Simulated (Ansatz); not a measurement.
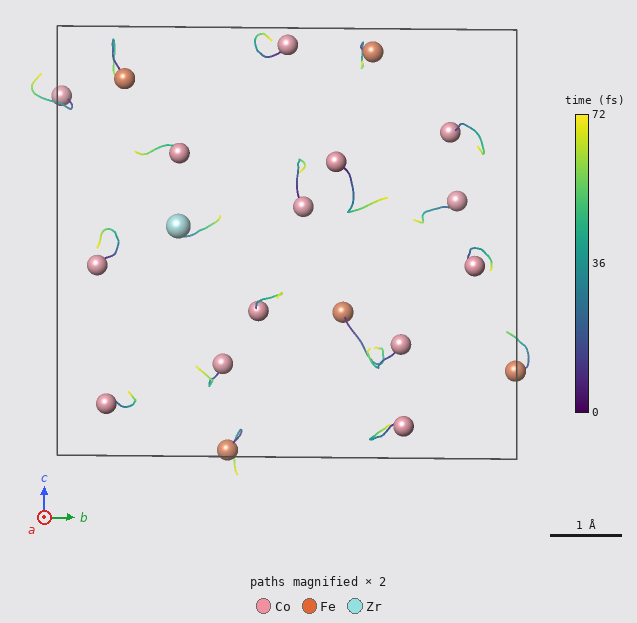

First-principles dynamics of an amorphous cell of composition ZrFe5Co14 (20 atoms in the cell), 72 fs long. Lines trace each atom's path, coloured by time; spheres stand at the starting positions. The excursions are magnified 2 times. Seen along the a axis in the simulation cell.

The calculation used DFT PBE, scalar-relativistic, plane waves, PAW in Ansatz 0.2.0. Set-up: plane-wave cutoff 320 eV; k-point mesh 1 × 1 × 1; Fermi-Dirac smearing 0.225 eV; set temperature 2610 K; time step 3 fs.

### Describe the motion.

Root-mean-square distances from the starting positions over the second half, with the common drift of all atoms taken out: Zr 0.30 Å, Fe 0.29 Å, Co 0.28 Å. The run lasts only 72 fs, too short to tell vibration from diffusion.

Limits of the set-up: the k-point mesh is coarse for a cell with partly filled bands; the cutoff lies below the recommended one; the periodic images lie only 6.0 Å apart, so the values are limited by the cell's size.
